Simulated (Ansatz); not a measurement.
# NaVSe3 (model cell, started as cubic perovskite with V in the octahedra): following an unstable mode, part 3 of 3

Which phase does NaVSe3 (model cell, started as cubic perovskite with V in the octahedra) fall into along its unstable mode, and how much energy does it gain?

Ansatz 0.2.0; DFT PBE, scalar-relativistic, plane waves, PAW; PAW set soft_1.

So far. Step 5 (Energy along the mode, all amplitudes (two of the runs …): The lowest of the steps tried is at 0.45 Å, 32.0 meV/atom below the parent; the bottom of the well need not coincide with a step. Step 7 (The new phase in its own primitive cell): The largest force component left is 0.56 meV/Å and the pressure is -0.002 GPa, within the tolerances set. The cell now holds 30.62 Å³/atom. The relaxed cell has a, b, c = 4.029, 7.180, 10.583 Å (conventional setting).

The structure was built from a prototype and need not be the compound's stable phase.

## (8) Modes of the new phase, k-mesh 8×6×6, occupations fixed

A relaxed structure may still be a saddle point, so its zone-centre modes are computed. The response to a homogeneous field gives the Born charges and the dielectric tensor.

input.yaml reads:

```yaml
crystal:
  lattice:
    - [4.0290018557, 0.0, 0.0]
    - [0.0, 3.5898875964, 5.2917427355]
    - [0.0, -3.5898875964, 5.2917427355]
  atoms:
    - { symbol: Na, position: [0.0, 0.8906887772, 0.8906887772] }
    - { symbol: V, position: [0.5, 0.6273280341, 0.6273280341] }
    - { symbol: Se, position: [0.5, 0.4973623806, 0.001638584] }
    - { symbol: Se, position: [0.5, 0.001638584, 0.4973623806] }
    - { symbol: Se, position: [0.0, 0.5054219042, 0.5054219042] }
kpoints:
  mp_grid: { grid: [8, 6, 6] }
hamiltonian:
  xc: pbe
  pseudopotentials: { kind: paw, azcp: { folder: soft_1 } }
scf:
  occupations: { method: fixed }
output:
  eigenvalues: true
phonons:
  method: dfpt
  dielectric: true
  rigid_motions: translations
```

Launch:

```sh
> ansatz run input.yaml --threads 4 --pin off --max-ram 16384MiB --backend cpu --events-out ev --progress --plain --runs-dir out
```

Numbers of over 12 decimals in the logs are rounded to 6 here.

Output:

```text
[...]
Crystal: 5 atoms, lattice volume = 153.076 Å³
Basis set: ecut = 420 eV, 2983 PW (Γ), exchange–correlation on 54×90×90 points (8 copies of the dense FFT grid, shifted against one another)
Bands: 42, of which v1, the nominal top of the filled ones, is band 35 counted from 1 (34 counted from 0)
Symmetry: 4 space group operations
k-points: 148 of 288 (irreducible under 1 space group operation, time reversal used)
[...]
SCF iter   1: F=—  HF=-20818.554964 eV  |F-HF|=—  |Δ(HF+E_count)|=         —  Δρ=2.28e-1  dr2=1.53e2  ethr=3.10e-3  ⟨swp⟩=4.0  Hψ=18802  notcnv=0  defer=573
[...]
SCF iter  18: F=-20809.133109 eV  HF=-20809.133109 eV  |F-HF|=1.38e-10  |Δ(HF+E_count)|=  6.40e-10  Δρ=1.74e-7  dr2=6.82e-11  ethr=1.00e-12  ⟨swp⟩=13.7  Hψ=36850  notcnv=0
SCF 1 converged in 18 iterations: F = -20809.133109 eV  dr2 = 6.82e-11
[...]
NSCF: frozen V_eff on 2 k-points
DFPT response loops at Γ: preconditioner auto → none (the input reference at scf.mixing.eps_inf says where Resta's filter doesn't serve); β = 0.50; Broyden in place of MSR1
── the response to a field inside a basis, on 10×8×8 k-points: an SCF that follows is theirs, and a resumed run solves both again ──
Bands: 36, of which v1, the nominal top of the filled ones, is band 35 counted from 1 (34 counted from 0)
k-points: 100 of 640 (time reversal used)
[...]
Eigensolver: Dense (100 Hₖ)
SCF iter   1: F=—  HF=-20809.109411 eV  |F-HF|=—  |Δ(HF+E_count)|=         —  Δρ=1.20e-4  dr2=7.99e-6  ethr=1.00e-1
[...]
SCF iter   6: F=-20809.109427 eV  HF=-20809.109427 eV  |F-HF|=3.14e-8  |Δ(HF+E_count)|=   2.92e-8  Δρ=3.81e-6  dr2=4.45e-8  ethr=1.71e-10
SCF 1 converged in 6 iterations: F = -20809.109427 eV  dr2 = 4.45e-8
[...]
SCF converged after 18 iterations
Free energy (F): -20809.133109 eV
[...]
Internal energy: -20809.133109 eV  (E = F + TS)
E sigma→0 (E₀):  -20809.133109 eV
Fermi energy:    4.089161 eV
[...]
--- Band table (eV; the first three rows and the last of 148) ---
  k-point 0: bands = [... 31 lower, 2.3143, 2.9766, 3.0909, 4.0892, 4.9326, 5.5267, 6.3870, 6.7953, ... 3 higher]
  k-point 1: bands = [... 31 lower, 2.2734, 2.9303, 3.1677, 3.8526, 5.0144, 5.4996, 6.4686, 6.8016, ... 3 higher]
  k-point 2: bands = [... 31 lower, 2.1627, 2.8858, 3.2761, 3.4371, 5.1091, 5.4398, 6.2307, 6.8116, ... 3 higher]
  k-point 147: bands = [... 31 lower, 2.2193, 2.9521, 3.5615, 3.7010, 4.4698, 5.1010, 5.2666, 6.2833, ... 3 higher]
--- Phonons (Γ-DFPT): 12 representative perturbations + reference, on 148 of 288 k-points (Σ response iterations 42) ---
  k mesh reduced under 1 symmetry operation, with k and −k counted as one. Each operation leaves every solved perturbation unchanged. A smaller set is not considered because the run solves the response to a homogeneous field
  ASR residual: 3.514e-4 → 0.000e0 eV/Å²; symmetrization residual: 1.675e-5 eV/Å²
  ASR residual per site (eV/Å²): 3.51e-4 2.43e-5 5.57e-5 5.57e-5 1.94e-5
[...]
ε∞ (high-frequency dielectric tensor):
        9.088964     0.000000     0.000000
        0.000000     8.914555     0.000000
        0.000000     0.000000     6.223568
  softest optical mode at Γ: -41.77 cm⁻¹; the repairs (sum rule, projections) moved no ω² at Γ by more than (2.67 cm⁻¹)²
  Born effective charges Z* (e; rows j = field, columns β = displacement):
    site 0:
         1.25402   -0.00000   -0.00000
        -0.00000    0.78187    0.00000
         0.00000    0.00000    1.30110
    site 1:
         4.55047    0.00000    0.00000
         0.00000    3.43232    0.00000
         0.00000    0.00000    1.51946
    site 2:
        -0.45008   -0.00000   -0.00000
        -0.00000   -1.87196    1.26930
        -0.00000    0.65940   -0.89938
    site 3:
        -0.45008   -0.00000   -0.00000
        -0.00000   -1.87196   -1.26930
        -0.00000   -0.65940   -0.89938
    site 4:
        -4.90432    0.00000    0.00000
        -0.00000   -0.47027   -0.00000
        -0.00000   -0.00000   -1.02181
  Z* charge neutrality: 2.692e-3 e pre-enforcement
  solved inside a basis spanned on kpoints, on 10×8×8 k-points, its susceptibility summed on 12×8×8: ε∞ is read to err by 3.7e-2, Z* by 2.2e-2 e (field_mesh: kpoints solves on kpoints); Z* is corrected for what the basis lacks
  optical modes at Γ without the LO–TO term, one row a degenerate level:
      ω (cm⁻¹)  modes    IR ((D/Å)²/amu)
        -41.77      1             0.1745
         69.63      1             0.0000
         75.76      1             0.2185
         98.33      1             0.8542
        101.22      1             0.0117
        103.57      1             1.6630
        115.21      1             1.3456
        128.76      1             0.3495
        194.53      1             0.0068
        286.91      1            15.9011
        374.24      1             1.7570
        386.79      1             8.5976
  optical modes at Γ + LO–TO along q̂ = [1.0000, 0.0000, 0.0000]:
      ω (cm⁻¹)  modes    IR ((D/Å)²/amu)
        -41.77      1             0.1745
         69.63      1             0.0000
         75.76      1             0.2185
        101.22      1             0.0117
        101.55      1             0.1917
        103.57      1             1.6630
        122.93      1             0.9884
        128.76      1             0.3495
        194.53      1             0.0068
        328.00      1            16.9209
[...]
optical modes at Γ + LO–TO along q̂ = [0.0000, 1.0000, 0.0000]:
      ω (cm⁻¹)  modes    IR ((D/Å)²/amu)
[...]
optical modes at Γ + LO–TO along q̂ = [0.0000, 0.0000, 1.0000]:
      ω (cm⁻¹)  modes    IR ((D/Å)²/amu)
        -41.77      1             0.1745
         69.63      1             0.0000
         75.76      1             0.2185
         98.33      1             0.8542
        101.22      1             0.0117
        115.21      1             1.3456
        116.63      1             0.8292
        134.41      1             1.0564
        194.58      1             0.0090
        286.91      1            15.9011
        379.65      1             1.8815
        386.79      1             8.5976
```

It took 11 min on 4 threads of Arm Neoverse V1, shared host; peak memory 4 GiB.

Numbers from this step:

```
sum-rule residual before enforcement                    : 3.51e-4 eV/Å²
miss of the charge sum rule                             : 0.002692 e
estimated error of the dielectric tensor                : 0.03685
estimated error of the Born charges                     : 0.02183 e
point group                                             : mm2
highest optical mode at the zone centre (no LO-TO term) : 386.8 cm⁻¹
lowest optical zone-centre mode                         : -41.77 cm⁻¹
mean high-frequency dielectric constant                 : 8.076
largest Born charge (third of the trace)                : 3.167 e
top of the zone-centre spectrum with the field          : 403.9 cm⁻¹
```

Patterns of degenerate modes are one choice out of their space. The modes at Γ (shares of kinetic energy by element, %) (negative means imaginary):

| mode | frequency (cm⁻¹) | symmetry | Na % | V % | Se % |
| --- | --- | --- | --- | --- | --- |
| 1 | -41.8 | B2 | 17 | 1 | 82 |
| 2 | 0.0 | acoustic | 7 | 16 | 76 |
| 3 | 0.0 | acoustic | 7 | 16 | 76 |
| 4 | 0.0 | acoustic | 7 | 16 | 76 |
| 5 | 69.6 | A2 | 0 | 0 | 100 |
| 6 | 75.8 | B2 | 74 | 4 | 23 |
| 7 | 98.3 | B1 | 17 | 14 | 69 |
| 8 | 101.2 | B2 | 2 | 11 | 87 |
| 9 | 103.6 | A1 | 72 | 2 | 26 |
| 10 | 115.2 | B1 | 76 | 1 | 24 |
| 11 | 128.8 | A1 | 20 | 2 | 78 |
| 12 | 194.5 | A1 | 0 | 11 | 88 |
| 13 | 286.9 | B1 | 0 | 69 | 31 |
| 14 | 374.2 | A1 | 0 | 68 | 32 |
| 15 | 386.8 | B2 | 0 | 68 | 32 |

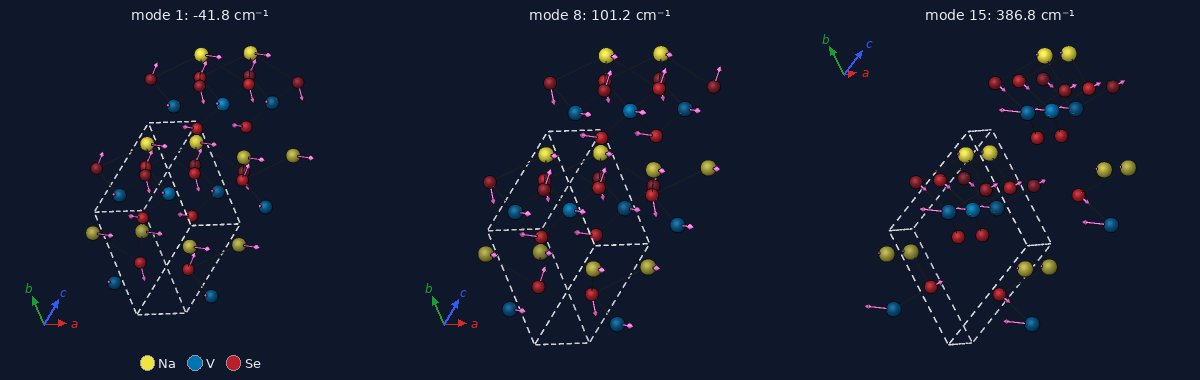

Displacement patterns of modes 1, 8 and 15 at Γ; arrows are exaggerated. 1×1×2 cells are drawn. Some periodic images of atoms are drawn too.

Optical modes at the zone centre, without and with the macroscopic field of the longitudinal modes; each column is sorted by frequency, so a row need not hold one and the same mode. Modes with and without the field, by row:

| rank among optical modes | no field (cm⁻¹) | q along (1, 0, 0) (cm⁻¹) | q along (0, 1, 0) (cm⁻¹) | q along (0, 0, 1) (cm⁻¹) |
| --- | --- | --- | --- | --- |
| 1 | -41.8 | -41.8 | -38.8 | -41.8 |
| 2 | 69.6 | 69.6 | 69.6 | 69.6 |
| 3 | 75.8 | 75.8 | 77.8 | 75.8 |
| 4 | 98.3 | 101.2 | 98.3 | 98.3 |
| 5 | 101.2 | 101.5 | 101.3 | 101.2 |
| 6 | 103.6 | 103.6 | 103.6 | 115.2 |
| 7 | 115.2 | 122.9 | 115.2 | 116.6 |
| 8 | 128.8 | 128.8 | 128.8 | 134.4 |
| 9 | 194.5 | 194.5 | 194.5 | 194.6 |
| 10 | 286.9 | 328 | 286.9 | 286.9 |
| 11 | 374.2 | 374.2 | 374.2 | 379.6 |
| 12 | 386.8 | 386.8 | 403.9 | 386.8 |

Born charge (rows field, columns displacement) (e), principal values of the symmetric part by kind of site:

| atom | atoms with these values | low | middle | high | mean |
| --- | --- | --- | --- | --- | --- |
| Na1 | 1 | 0.78 | 1.25 | 1.30 | 1.11 |
| V2 | 1 | 1.52 | 3.43 | 4.55 | 3.17 |
| Se3 | 2 | -2.47 | -0.45 | -0.31 | -1.07 |
| Se5 | 1 | -4.90 | -1.02 | -0.47 | -2.13 |

In full for Se3:

```
-0.45  0.00  0.00
 0.00 -1.87  1.27
 0.00  0.66 -0.90
```

High-frequency dielectric tensor:

```
9.09 0.00 0.00
0.00 8.91 0.00
0.00 0.00 6.22
```

Transverse modes; imaginary modes are left out. Lines of the infrared spectrum (strongest = 100):

| position (cm⁻¹) | label | relative intensity |
| --- | --- | --- |
| 70 | A2 | 0.0 |
| 76 | B2 | 1.4 |
| 98 | B1 | 5.4 |
| 101 | B2 | 0.1 |
| 104 | A1 | 10 |
| 115 | B1 | 8.5 |
| 129 | A1 | 2.2 |
| 194 | A1 | 0.0 |
| 287 | B1 | 100 |
| 374 | A1 | 11 |
| 387 | B2 | 54 |

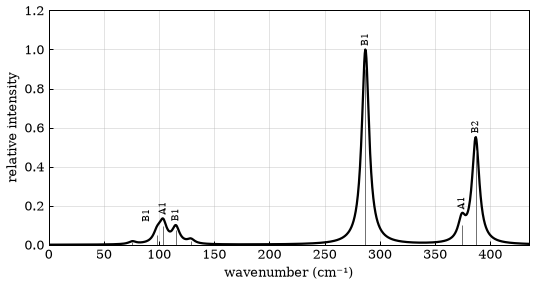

The infrared spectrum, broadened with Lorentzians of width 8 cm⁻¹; bars mark the lines.

Before it was imposed, the acoustic sum rule was missed by 3.5e-4 eV/Å² and the charge sum rule by 0.0027 e. Small misses are needed for a sound result but don't prove that mesh and cutoff are converged. The lowest optical mode is imaginary, 41.8i cm⁻¹, so the energy falls along it.

## (9) Outcome

```
unstable mode of the parent                                                      : q = (0, 0, 0), 133i cm⁻¹
depth at the lowest point sampled                                                : 32.0 meV/atom
largest atomic shift at that point                                               : 0.45 Å
space group reached (within 0.01 Å)                                              : Amm2
energy gained over the parent (first relaxation, on the mesh of the frozen mode) : 132 meV/atom
volume per atom, phase reached                                                   : 30.6 Å³
gap on the k-mesh, phase reached                                                 : 0.299 eV
lowest optical zone-centre mode, phase reached                                   : -41.8 cm⁻¹
highest optical mode at the zone centre (no LO-TO term), phase reached           : 387 cm⁻¹
```

What this shows: Along this mode the structure falls into Amm2, 132 meV/atom below the parent. At the parent's cell the well is 32.01 meV/atom deep on the steps tried, with its lowest point at a shift of 0.45 Å. Relaxing atoms and cell changes the gain by +100.31 meV/atom against the lowest step (energies at zero smearing). Most of the total comes from this relaxation. The new phase still has an imaginary mode at the zone centre of its cell, so it is a saddle point on the way to a lower structure. Of the 5 patterns followed to their end from this parent, this one reaches the lowest energy. Each path keeps the symmetry of its pattern, so a lower phase may lie along a pattern not tried. With no gap, or one that is small against the smearing, the frequencies hang on the k mesh and the smearing, most of all near Kohn anomalies. The phonon runs are without spin polarisation, although V often carries a moment. A phonon run warned that its eigensolver left some bands unconverged in a pass. The starting cell was built on a prototype and not taken from a measurement, so the phase need not exist.

[Logs are printed without paths, hosts, clocks, repeated set-up lines and the standing remarks that a program may print on its own settings, such as how far it seeks lower states.]

[Hosts, paths, dates, database ids (printed as entryN), source tags and the programs' standing remarks are cut or masked in the printed files.]
